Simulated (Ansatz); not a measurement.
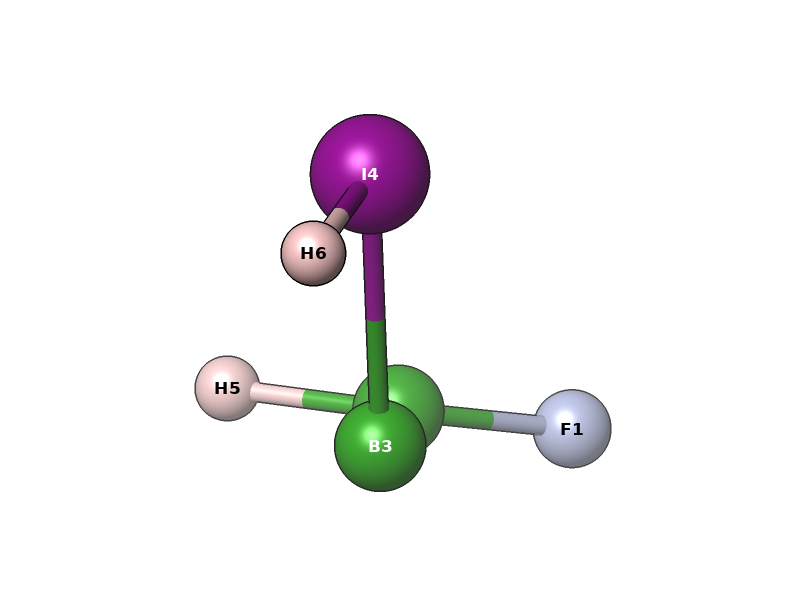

B2 lies behind B3. The molecule seen nearly along the B3–B2 bond, B3 in front. Atoms fade into the background with distance from the viewer. Computed geometry: PBE-D4/def2-SVP optimisation. No frequency run is at hand to confirm it as a minimum.

What is the torsion angle I4–B3–B2–F1? The sign is positive where the front bond must turn clockwise to cover the back bond.

Answer. 102°, anticlinal.
